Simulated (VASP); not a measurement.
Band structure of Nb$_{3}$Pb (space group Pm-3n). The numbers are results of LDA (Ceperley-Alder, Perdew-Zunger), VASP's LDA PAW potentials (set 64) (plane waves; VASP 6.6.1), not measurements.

Unless said otherwise, spin-orbit coupling is left out, though it shifts the bands of the heavy elements here.

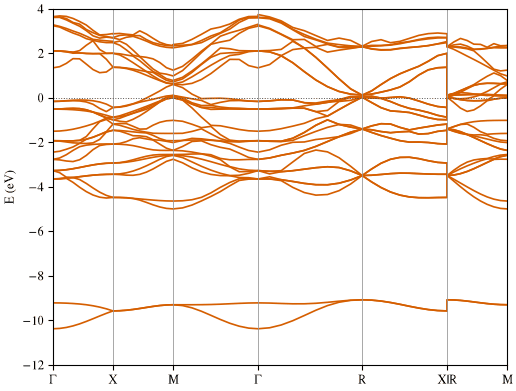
*Bands along high-symmetry lines, zero at the valence-band maximum or, without a gap, the Fermi level*

**Question.** Read the plot: is there a gap, and where are the band edges?

**Answer.** It has no gap at this level: it comes out as a metal or semimetal.

The structure comes from a measured Nb3Pb entry (Pm-3n) of the Crystallography Open Database, whose conditions weren't checked. The cell was not relaxed at this level.
